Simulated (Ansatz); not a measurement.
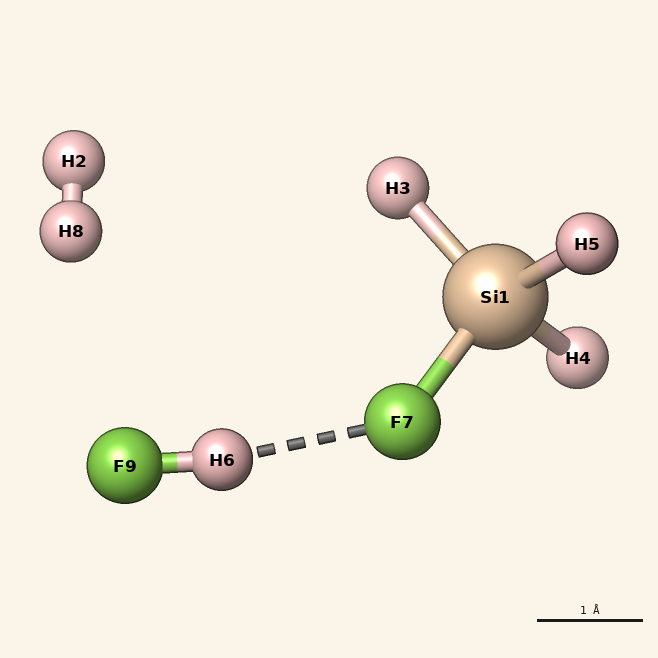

Broken lines mark hydrogen bonds. The computed geometry is a stationary point of PBE0-D4/def2-TZVP, a saddle point of order 1.

Give donor, acceptor, H···A distance and D–H···A angle of each hydrogen bond.

```tsv
D–H···A	D–H (Å)	H···A (Å)	angle (°)	kind
F9–H6···F7	0.93	1.78	171	intermolecular
```
